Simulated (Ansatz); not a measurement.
## Electronic structure of C$_{2}$HS (SMILES [C-]#CS) (charge −1) in real space

Input

```
crystal:
  periodic: [false, false, false]
  atoms:
    - {symbol: C, position_ang: [0.858337, -0.316540, 1.485895]}
    - {symbol: C, position_ang: [0.402696, 0.056400, 0.366527]}
    - {symbol: S, position_ang: [-0.265234, 0.803962, -1.039778]}
    - {symbol: H, position_ang: [-0.190068, -0.214063, -1.972275]}
basis:
  gaussian: {orbitals: def2-TZVPD}
total_charge: -1
hamiltonian: {xc: pbe0}
output: {forces: true, orbitals: {seedname: orbitals}}
```

Launched as:

```sh
ansatz run input.yaml --threads 1 --pin off --max-ram 2610MiB --events-out events.jsonl --progress --plain --runs-dir runs
```

Geometry: BLYP-D3(BJ)/def2-SVPD.

Method: Ansatz 0.2.0, isolated molecule in a Gaussian basis; Kohn-Sham density functional theory, functional PBE0.

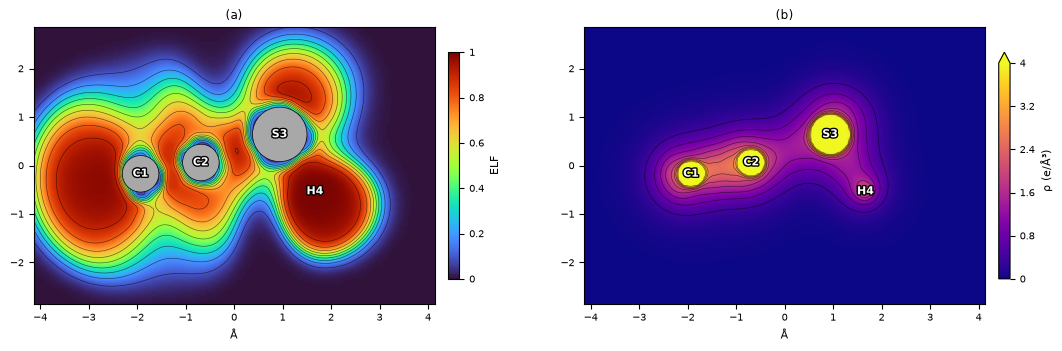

Figure 1. (a) electron localisation function; (b) electron density on the molecular plane. Grey discs cover the atomic cores in the ELF map.

> Interpret the plot.

- The plane passes through C, S and H nuclei.
- C–C (1.26 Å): the density is about 2.5 e/Å³ at the midpoint; the ELF peaks at about 0.85 between the atoms (a short, multiple covalent bond).
- C–S (1.73 Å): the density is about 1.4 e/Å³ at the midpoint; the ELF peaks at about 0.90 between the atoms; a covalent bond.
- S–H (1.38 Å): ρ is about 1.4 e/Å³ halfway; the ELF climbs to about 1 towards the hydrogen, as it does in any bond to H.
- The ELF also peaks beside C1 and S3, away from the bonds: lone-pair regions.

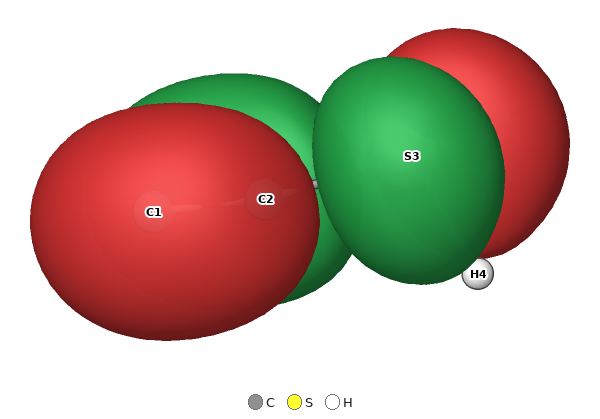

Figure 2. The HOMO at ±0.08 Å⁻³ᐟ² (green and red are the two phases), seen at a tilt.

> What is the character of this orbital?

Its weight (Hirshfeld) is mainly on C1 (about 40 %), C2 (about 30 %) and S3 (about 30 %); it changes sign across the molecular plane (π type); π-bonding across C1–C2; π-antibonding (a node) across C2–S3. Its energy is −0.72 eV.

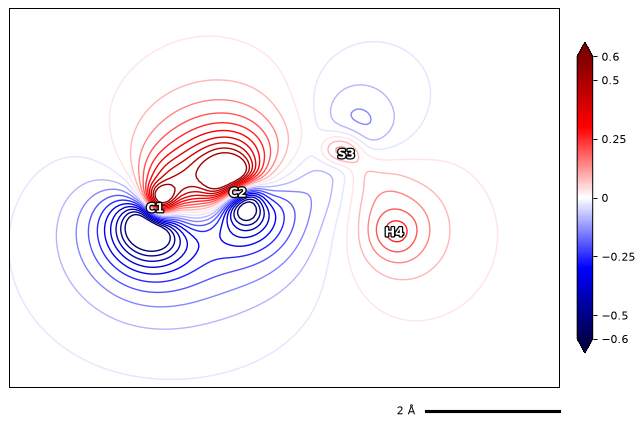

Figure 3. The HOMO−1 on the molecular plane (values in Å⁻³ᐟ²; the overall sign is arbitrary).

> What is the character of this orbital?

Its weight (Hirshfeld) is mainly on C1 (about 50 %), C2 (about 40 %) and S3 (about 10 %); it is symmetric in the molecular plane (an in-plane orbital: σ, lone-pair or in-plane π type). Its energy is −1.51 eV.
